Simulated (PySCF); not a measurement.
Potential energy surface of O₂Si, singlet: map of symmetric stretch and bend. Scanned: Si-O bond length and O-Si-O angle.

Cartesian coordinates as functions of the variables (Å; names that start with a are angles):
```
Si  0  0  0
O  r*sin(a/2)  0  r*cos(a/2)
O  -r*sin(a/2)  0  r*cos(a/2)
```

Method: restricted B3LYP/3-21G run with PySCF.

Energy in mEh above the lowest grid point; x is the Si-O bond length (Å), y the O-Si-O angle (°).

```
y \ x    1.28   1.36   1.43   1.51   1.59   1.66   1.74   1.81   1.89   1.96   2.04
------  -----  -----  -----  -----  -----  -----  -----  -----  -----  -----  -----
180     290.8  132.6   53.5    9.9    0.0    9.5   33.5   61.3   97.3  130.2  167.7
171.36  291.4  133.1   53.9   10.1    0.2    9.7   33.6   61.4   97.3  130.2  167.7
162.73  293.3  134.6   55.1   11.1    0.9   10.2   33.9   61.6   97.4  130.2  167.6
154.09  297.6  137.9   57.6   13.0    2.3   11.2   34.6   62.0   97.6  130.2  167.4
145.45  305.3  143.8   62.3   16.4    4.8   13.1   35.9   62.9   98.1  130.4  167.3
136.82  317.7  153.5   70.0   22.2    9.1   16.3   38.1   64.5   99.0  130.8  167.4
128.18  335.9  168.0   81.7   31.2   15.9   21.5   41.9   67.1  100.7  131.9  231.6
119.55  361.2  188.4   98.5   44.5   26.1   29.6   47.9   71.6  103.7  133.9  223.4
110.91  395.5  216.4  121.7   63.2   41.0   41.6   57.1   78.8  108.9  194.6  215.3
102.27  442.4  254.6  153.7   89.2   62.0   58.9   70.8   89.8  167.2  184.6  206.9
93.64   507.8  308.0  198.5  125.8   91.8   83.8  126.4  136.0  153.7  172.9  197.2
85      547.8  344.3  231.0  153.8  115.2  102.9  105.3  116.9  136.9  158.1  184.5
```

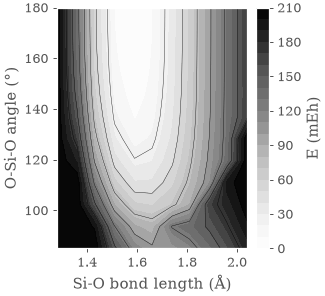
*Energy surface, cut off at 210 mEh.*

Points that lie below all their neighbours on the grid: x = 1.59, y = 180 on the edge of the grid (0.0 mEh).
